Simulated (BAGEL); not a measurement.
# A workflow on SiH2O2 (SMILES O[Si]O)

Wanted: the energy (HF/def2-SVP), then a single-point energy (NEVPT2(2,2)/def2-SVP), then a single-point energy (CASPT2(2,2)/def2-SVP) of SiH2O2. 

The calculation is run with BAGEL 1.2.2.

1 further run of the same task is left out (set aside as unsound or not needed).

## Step 1: Starting point

SiH2O2 has 5 atoms, charge 0, and is taken as a singlet. SMILES: `O[Si]O`. The O3–H5 distance was set to 1.296 Å, away from the relaxed value.

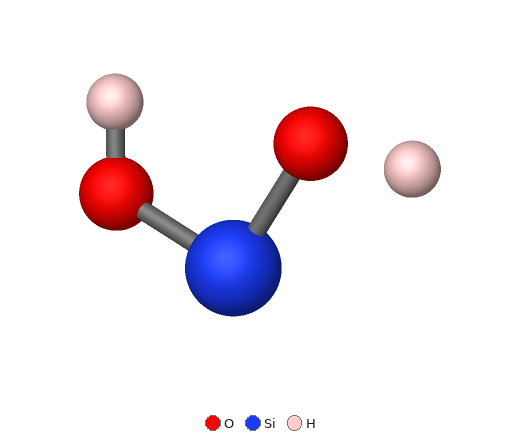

The structure, seen from a chosen angle (oxygen red, silicon blue, hydrogen pink).

## Step 2: A single-point energy at HF/def2-SVP (density fitting with svp-jkfit) (run 1)

Input file calc.json:

```json
{ "bagel": [

{
  "title": "molecule",
  "basis": "svp",
  "df_basis": "svp-jkfit",
  "angstrom": true,
  "geometry": [
    { "atom": "O", "xyz": [      -1.746001,      -0.035386,      -0.402687 ] },
    { "atom": "Si", "xyz": [      -0.514801,      -0.721086,       0.440013 ] },
    { "atom": "O", "xyz": [       0.733199,       0.257714,      -0.059087 ] },
    { "atom": "H", "xyz": [      -1.534701,       0.719114,      -0.963787 ] },
    { "atom": "H", "xyz": [       1.901100,      -0.013100,       0.433400 ] }
  ]
},

{ "title": "hf" },

{ "title": "print", "file": "orbitals.molden", "orbitals": true }

]}
```

The run is started by

```bash
BAGEL_NUM_THREADS=1 BAGEL calc.json > calc.out
```

The program printed:

```text
* using 1 threads per process

  ===============================================================
  ===============================================================

  *** Geometry ***

  { "atom" : "O", "xyz" : [     -3.299464,     -0.066870,     -0.760968 ] },
  { "atom" : "Si", "xyz" : [     -0.972833,     -1.362655,      0.831504 ] },
  { "atom" : "O", "xyz" : [      1.385545,      0.487009,     -0.111658 ] },
  { "atom" : "H", "xyz" : [     -2.900165,      1.358929,     -1.821293 ] },
  { "atom" : "H", "xyz" : [      3.592558,     -0.024755,      0.819007 ] },

  Number of auxiliary basis functions:      318

  Since a DF basis is specified, we compute 2- and 3-index integrals:
    o Being stored without compression. Storage requirement is 0.008 GB

  Number of basis functions:       56
  Number of electrons      :       32

    * METHOD: MOLECULE                             0.08

  *** RHF ***

  === Nuclear Repulsion ===
   102.0414563163

      * DIIS with orbital gradients will be used.

  === RHF iteration (svp) ===
      0       -439.30282309          0.03443123           0.02
      1       -439.44183784          0.02702495           0.02
      2       -439.59631365          0.00205158           0.02
[... 12 lines of this table left out ...]
     15       -439.59849879          0.00000000           0.02
    * SCF iteration converged.

    * Permanent dipole moment:
           (   -0.910952,    -0.237982,    -0.020482) a.u.

    * METHOD: HF                                   0.35

    * METHOD: PRINT                                0.01

  ===============================================================
```

Run time: 0.68 s. Hardware: 1 thread of Arm Neoverse V2, shared host; peak memory 0.14 GiB.

## Step 3: A single-point energy at NEVPT2(2,2)/def2-SVP (density fitting with svp-jkfit) (run 2)

Input file input.json:

```json
{ "bagel": [

{
  "title": "molecule",
  "basis": "svp",
  "df_basis": "svp-jkfit",
  "angstrom": true,
  "geometry": [
    { "atom": "O", "xyz": [      -1.746001,      -0.035386,      -0.402687 ] },
    { "atom": "Si", "xyz": [      -0.514801,      -0.721086,       0.440013 ] },
    { "atom": "O", "xyz": [       0.733199,       0.257714,      -0.059087 ] },
    { "atom": "H", "xyz": [      -1.534701,       0.719114,      -0.963787 ] },
    { "atom": "H", "xyz": [       1.901100,      -0.013100,       0.433400 ] }
  ]
},

{
  "title": "hf"
},

{
  "title": "casscf",
  "nstate": 1,
  "nact": 2,
  "nclosed": 15,
  "active": [11, 18],
  "maxiter": 200,
  "natocc": true
},

{
  "title": "nevpt2",
  "nstate": 1,
  "nact": 2,
  "nclosed": 15,
  "active": [11, 18],
  "maxiter": 200,
  "natocc": true,
  "ncore": 7
},

{
  "title": "print",
  "file": "orbitals.molden",
  "orbitals": true
}

]}
```

The run is started by

```bash
BAGEL_NUM_THREADS=1 BAGEL input.json > input.out
```

The program printed:

```text
* using 1 threads per process

  ===============================================================
  ===============================================================

  *** Geometry ***

[... 29 lines left out ...]
    * SCF iteration converged.
[... 1 line left out ...]
    * Permanent dipole moment:
[... 27 lines left out ...]
    * Second-order optimization converged. *
[... 9 lines left out ...]
     * ci vector, state   0, <S^2> = 0.0000
[... 3 lines left out ...]
    * METHOD: CASSCF                               1.80

    * freezing 7 orbitals

  === DF-NEVPT2 calculation ===

    * 3-index integral transformation done
    * assembly done

      NEVPT2 correlation energy:   -0.4344830797      0.04

          (+0)     -0.3494414984
          (+0)'    -0.0355997145
          (+1)     -0.0078377656
          (+1)'    -0.0000000000
          (+2)     -0.0006270957
          (-1)     -0.0358563782
          (-1)'     0.0000000000
          (-2)     -0.0051206273

      NEVPT2 total energy:       -440.0685076700

    * METHOD: NEVPT2                               0.08

    * METHOD: PRINT                                0.01

  ===============================================================
```

Run time: 2.5 s. Hardware: 1 thread of Arm Neoverse V2, shared host; peak memory 0.14 GiB.

## Step 4: A single-point energy at CASPT2(2,2)/def2-SVP (density fitting with svp-jkfit) (run 3)

Input file caspt2.json:

```json
{ "bagel" : [

{
  "title" : "molecule",
  "basis" : "svp",
  "df_basis" : "svp-jkfit",
  "angstrom" : true,
  "geometry" : [
    { "atom" : "O", "xyz" : [   -1.746001,   -0.035386,   -0.402687 ] },
    { "atom" : "Si", "xyz" : [   -0.514801,   -0.721086,    0.440013 ] },
    { "atom" : "O", "xyz" : [    0.733199,    0.257714,   -0.059087 ] },
    { "atom" : "H", "xyz" : [   -1.534701,    0.719114,   -0.963787 ] },
    { "atom" : "H", "xyz" : [    1.901100,   -0.013100,    0.433400 ] }
  ]
},
{
  "title" : "hf"
},
{
  "title" : "casscf",
  "nstate" : 1,
  "nact" : 2,
  "nclosed" : 15,
  "nspin" : 0,
  "active" : [11, 18],
  "maxiter" : 200,
  "natocc" : true
},
{
  "title" : "print",
  "file" : "orbitals.molden",
  "orbitals" : true
},
{
  "title" : "smith",
  "method" : "caspt2",
  "ms" : true,
  "xms" : true,
  "sssr" : true,
  "shift" : 0.2,
  "shift_imag" : true,
  "ncore" : 7
}

]}
```

The run is started by

```bash
BAGEL_NUM_THREADS=1 BAGEL caspt2.json > caspt2.out
```

The program printed:

```text
* using 1 threads per process

  ===============================================================
  ===============================================================

  *** Geometry ***

[... 31 lines left out ...]
    * Permanent dipole moment:
[... 37 lines left out ...]
     * ci vector, state   0, <S^2> = 0.0000
[... 21 lines left out ...]
       #      aibj      arbs      arbi      airj      risj      airs      arst      rist         Etot      error   time
[... 9 lines left out ...]
      ------------------------------------------------------------------------------------------------------------------

    * CASPT2 energy : state  0     -440.0681769521
        w/o shift correction       -440.0661253792
        reference weight              0.8844435792

    * METHOD: SMITH                                0.17

  ===============================================================
```

Run time: 2.6 s. Hardware: 1 thread of Arm Neoverse V2, shared host; peak memory 0.14 GiB.

## Step 5: Results

| quantity | value |
| --- | --- |
| run 1, HF/def2-SVP: total energy | -439.59850 Eh |
| run 1, HF/def2-SVP: dipole moment | 2.39 D |
| run 1, HF/def2-SVP: HOMO energy | -9.47 eV |
| run 1, HF/def2-SVP: LUMO energy | 2.51 eV |
| run 1, HF/def2-SVP: HOMO–LUMO gap | 11.97 eV |
| run 2, NEVPT2(2,2)/def2-SVP: total energy | -440.06851 Eh |
| run 3, CASPT2(2,2)/def2-SVP: total energy | -440.06818 Eh |
